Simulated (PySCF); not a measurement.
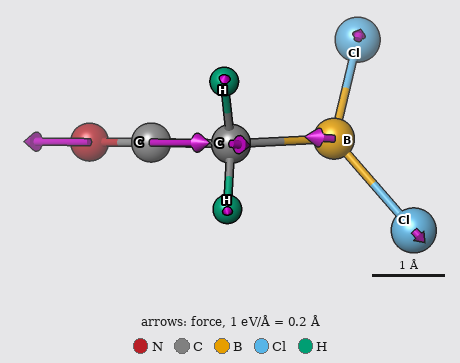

Starting geometry of C$_{2}$H$_{2}$BCl$_{2}$N with the computed forces as purple arrows. The picture is a ball-and-stick view, seen from a free direction.

The start comes from GFN2-xTB. Its atoms were then displaced at random by about 0.01 Å.

These are results of PBE0-D3(BJ)/def2-SVP geometry optimisation, gas phase (PySCF 2.14.0, density-fitted response routines), not measurements. 

> Is this structure relaxed? If not, where do the atoms go?

It isn't relaxed: the largest force vector, on the N atom, is 6.06 eV/Å. The final displacements have little in common with the starting forces (cosine between the two patterns −0.04). The energy falls by 6.55 kcal/mol in 17 geometry steps. The largest move after the best rigid fit is that of a Cl atom, 1.12 Å. Largest moves by element: Cl 1.12 Å, N 0.63 Å, H 0.58 Å, C 0.26 Å, B 0.03 Å. Some distances before and after: B–C 1.657 → 1.580 Å, B–Cl 1.696 → 1.747 Å, C–N 1.116 → 1.157 Å, C–H 1.081 → 1.105 Å. Among the angles between lasting bonds that change: C–C–B 110.5° → 116.5°, H–C–H 110.4° → 104.9°, C–B–Cl 118.7° → 122.6°. Groups turn about B–C by about 60°.
